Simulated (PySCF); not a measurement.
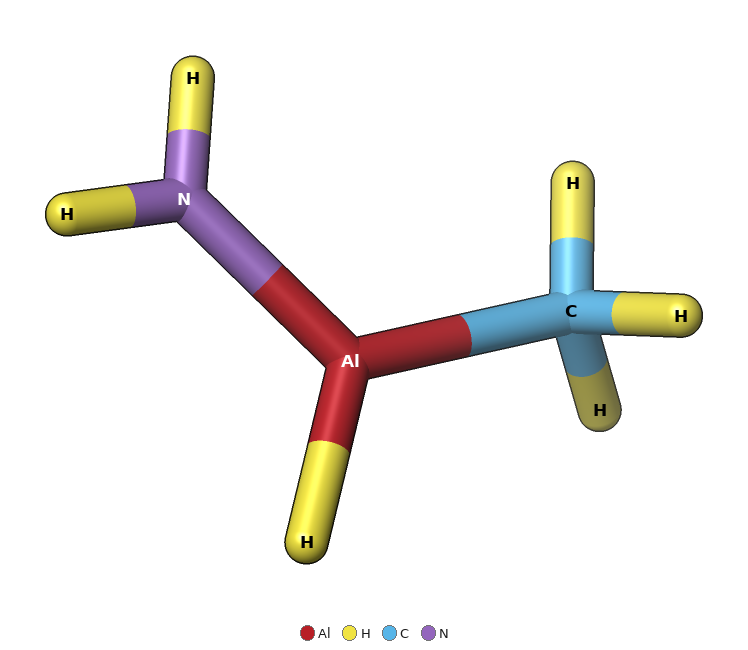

The geometry was computed by an optimisation with PBE0-D4/def2-TZVP. No frequency run is at hand to confirm it as a minimum. Method: RHF-CCSD(T), frozen core/def2-TZVPP, density fitting (PySCF 2.14.0).

Q: What is the T1 diagnostic?

A: 0.010.
